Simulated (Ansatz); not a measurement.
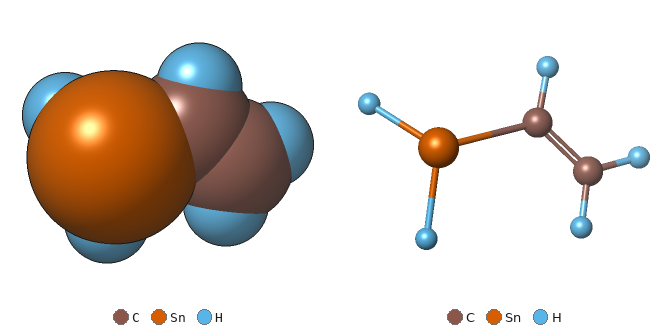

Two views of one molecule.

Charge 0, doublet. The computed structure is the end point of a PBE0-D4/def2-TZVP optimisation.

Question: Give the formula.

Answer: C2H5Sn, 8 atoms: 2 carbon, 5 hydrogen and 1 tin.

Question: Give the symmetry (Schoenflies symbol).

Answer: C1.

More results for the same structure follow; atom numbers are the same in all pictures, views and colours differ.

**Vibrations**

Harmonic vibrations computed with UKS PBE0-D4/def2-TZVP, core potentials on Sn (Ansatz 0.2.0) at a stationary point of the same level.

Question: List the wavenumbers.

Answer: 18 modes: 126, 225, 394, 447, 550, 577, 681, 980, 1000, 1030, 1264, 1428, 1639, 1859, 1889, 3121, 3155, 3203 cm⁻¹.

**Dipole moment**

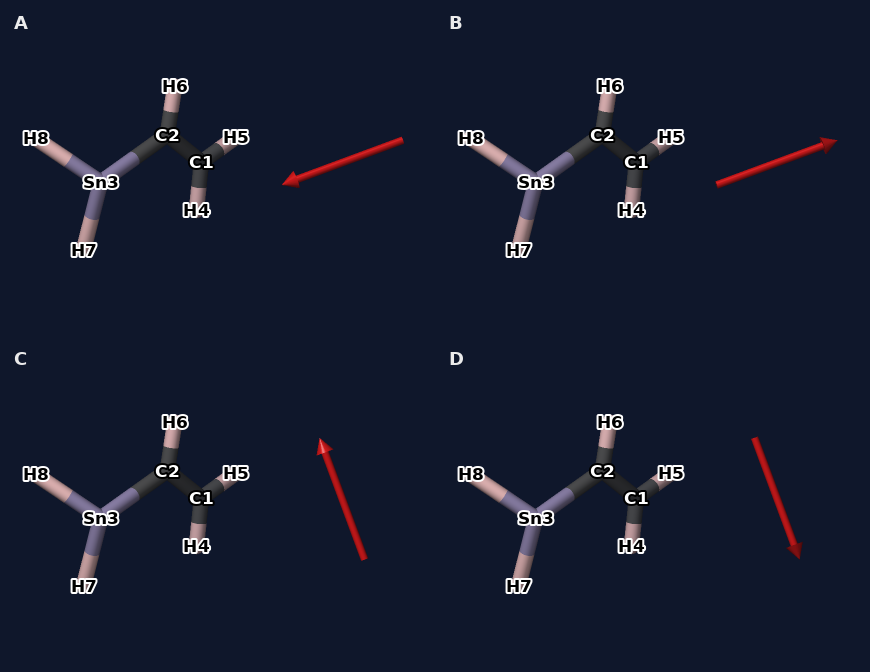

The same molecule four times, each with an arrow. Level of theory: UKS ωB97M-V/def2-TZVPP, core potentials on Sn (Ansatz 0.2.0).

Question: Which arrow points along the dipole moment, from the negative to the positive end?

Answer: B. The dipole moment is 0.68 D; it points from the side of H8 to the side of H5 (the outermost atoms at the two ends).

**Charges**

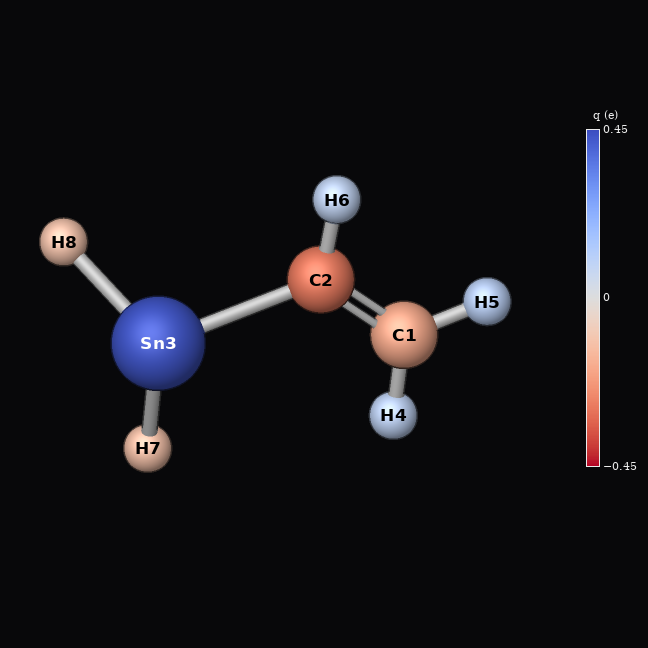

Atoms are coloured by their Mulliken charges. Method: UKS PBE-D4/def2-TZVPP, core potentials on Sn (Ansatz 0.2.0).

Give the Mulliken charges atom by atom.

```csv
atom,value (e)
C1,−0.18
C2,−0.28
Sn3,0.43
H4,0.09
H5,0.10
H6,0.08
H7,−0.12
H8,−0.11
```

Mulliken values depend strongly on the basis set and can even reverse the polarity of a bond.
